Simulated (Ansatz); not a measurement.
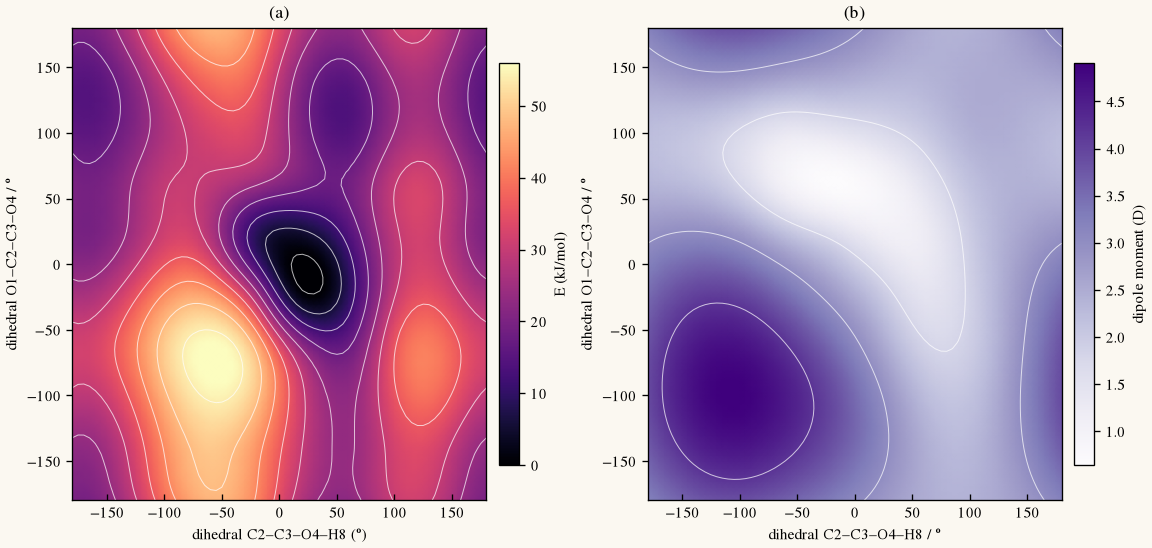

C2H3FO2, SMILES O=CC(O)F. The first coordinate is: dihedral C2–C3–O4–H8; the second: dihedral O1–C2–C3–O4. Nothing is relaxed (all other coordinates rigid). Grid: 9 × 9 points. Points are written as (first, second). Energies are in kJ/mol, from the lowest grid point. The calculation used RKS PBE0-D4/def2-TZVP (Ansatz 0.2.0).

Panel (a) is the energy and panel (b) the computed dipole moment on the same grid.

Drawn: a smooth colour map with a few white contour lines. Between grid points the surface is interpolated.

### How does the dipole moment vary over the map, and what is it at the lowest grid point?

Leaving out the highest fifth of the energies, it runs from 0.65 D at (−20°, 60°) to 4.69 D at (−140°, −100°). At the lowest grid point, (20°, −20°), it is 2.03 D.
